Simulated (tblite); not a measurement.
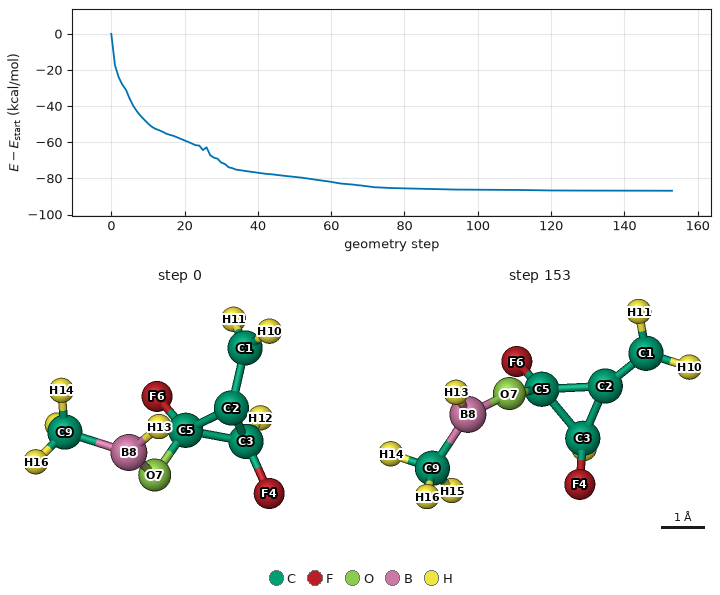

First and last geometry of a relaxation of C5H7BF2O (charge +1, multiplicity 2), with the history of the run. Style: ball-and-stick. Shown at a tilt.

Computed with tblite, GFN2-xTB geometry optimisation, gas phase. 

**What do the curves and the structures tell?**

It converged. Over 153 geometry steps the energy falls by 86.8 kcal/mol. O7 moves most after the best rigid fit: 2.04 Å. Largest moves by element: O 2.04 Å, H 2.01 Å, F 1.37 Å, B 1.04 Å, C 1.01 Å. Some distances before and after: O7–B8 1.464 → 1.299 Å, C1–C2 1.463 → 1.305 Å, C5–O7 1.418 → 1.318 Å, C3–C5 1.501 → 1.574 Å. Bond angles that change, for instance: C5–O7–B8 106.5° → 154.1°, C1–C2–C3 117.5° → 153.4°, C1–C2–C5 120.4° → 142.5°. Groups turn about C5–O7 by about 165°.
